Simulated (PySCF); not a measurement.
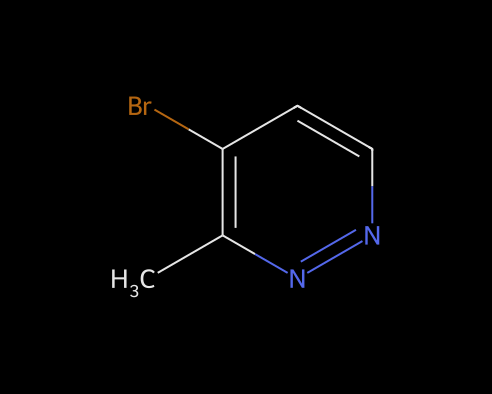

A structural formula.

Question: Transcribe the drawing into SMILES.

Answer: Cc1nnccc1Br

Question: Give the formula, hydrogens included.

Answer: C5H5BrN2.

Question: An optimisation with GFN2-xTB gave a structure of which point group?

Answer: Cs.

More results for the same structure follow; atom numbers are the same in all pictures, views and colours differ. The computed structure is the end point of a GFN2-xTB optimisation. No frequency run is at hand to confirm it as a minimum.

### Geometry

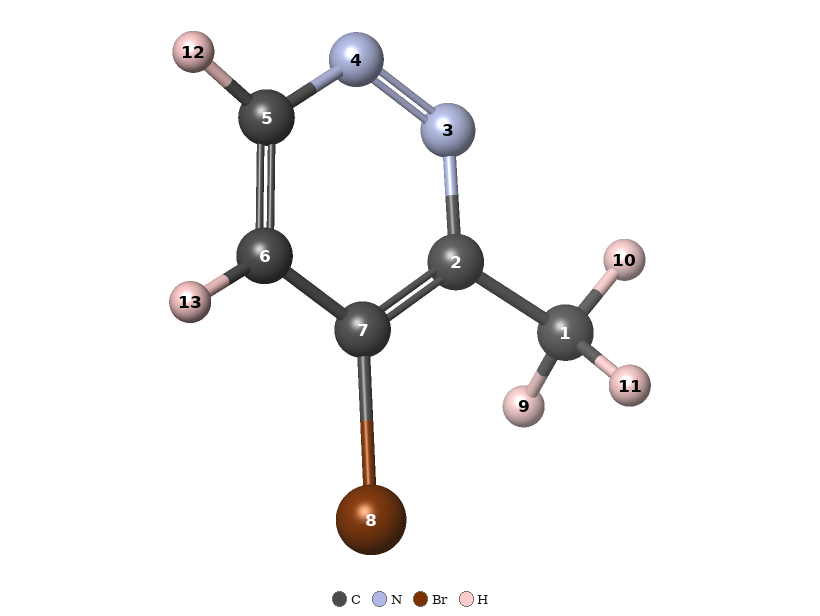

Atoms carry their numbers in the input. No frequency run is at hand to confirm it as a minimum.

List the bonds and their lengths.

| bond | length (Å) | order |
| --- | --- | --- |
| C1–C2 | 1.488 | single |
| C1–H9 | 1.090 | single |
| C1–H10 | 1.086 | single |
| C1–H11 | 1.090 | single |
| C2–N3 | 1.321 | aromatic |
| C2–C7 | 1.404 | aromatic |
| N3–N4 | 1.295 | aromatic |
| N4–C5 | 1.315 | aromatic |
| C5–C6 | 1.396 | aromatic |
| C5–H12 | 1.080 | single |
| C6–C7 | 1.377 | aromatic |
| C6–H13 | 1.079 | single |
| C7–Br8 | 1.910 | single |

### Dipole moment

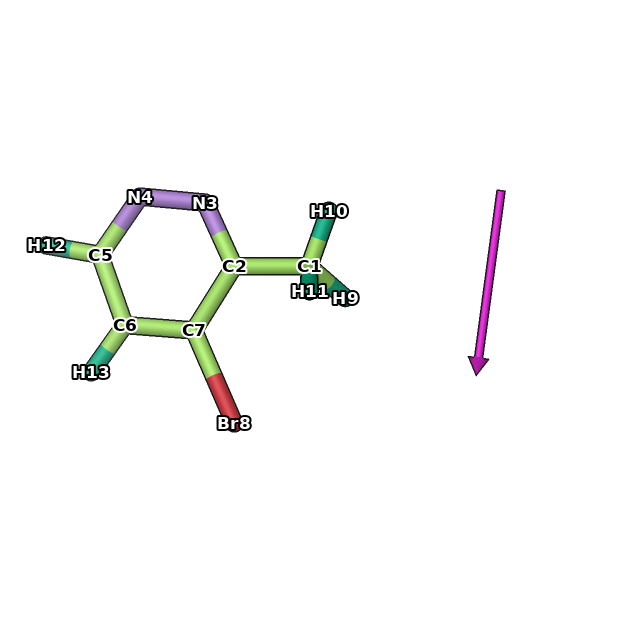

The arrow beside the molecule shows the direction of the dipole moment, from the negative to the positive end (its length means nothing). No frequency run is at hand to confirm it as a minimum. Properties computed with B3LYP/pcJ-1 (pcSseg-1 on Br), gas phase (PySCF 2.14.0).

Question: How large is the dipole moment?

Answer: 2.88 D; it points from the side of N3, H10 to the side of Br8 (the outermost atoms at the two ends).

### Spin–spin coupling

No frequency run is at hand to confirm it as a minimum. Properties computed with B3LYP/pcJ-1 (pcSseg-1 on Br) indirect spin-spin coupling, non-relativistic, gas phase (PySCF 2.14.0). Isotopes: 13C, 1H, 15N.

Give the spin–spin coupling constants of these pairs, with the number of bonds between them: C2/N3, N4/C5, C1/N3, C2/N4, N3/C5, N3/C7, N4/C6, N4/H12, C1/N4, N3/C6, N3/H12, N3/H11, N4/C7.

```csv
pair,bonds apart,J (Hz)
"C2, N3",1,8.4
"N4, C5",1,7.2
"C1, N3",2,−12.8
"C2, N4",2,4.7
"N3, C5",2,5.5
"N3, C7",2,3.0
"N4, C6",2,0.7
"N4, H12",2,−12.8
"C1, N4",3,−2.3
"N3, C6",3,−7.6
"N3, H12",3,−4.1
"N3, H11",3,−2.8
"N4, C7",3,−12.3
```

### Quadrupole coupling

No frequency run is at hand to confirm it as a minimum. Electric field gradients from the ground-state density, B3LYP/pcJ-1 (pcSseg-1 on Br) (PySCF 2.14.0), non-relativistic apart from any core potentials.

Give the largest field-gradient component, the quadrupole coupling constant and the asymmetry for 14N at N3 (Q = 20.44 mb), 14N at N4 (Q = 20.44 mb), 79Br at Br8 (Q = 313 mb), 2H at H9 (Q = 2.86 mb), 2H at H10 (Q = 2.86 mb), 2H at H12 (Q = 2.86 mb), 2H at H13 (Q = 2.86 mb).

```
atom  V_zz (a.u.)  e²qQ/h (MHz)     η
  N3       −1.252         −6.01  0.11
  N4       −1.321         −6.34  0.15
 Br8        8.024         590.1  0.11
  H9        0.298         0.200  0.05
 H10        0.301         0.202  0.03
 H12        0.311         0.209  0.07
 H13        0.313         0.210  0.06
```

The geometry is semi-empirical. Around Br such bond lengths and angles can be off by a tenth of an ångström or more and by several degrees, and values that hang on the shape move with them.
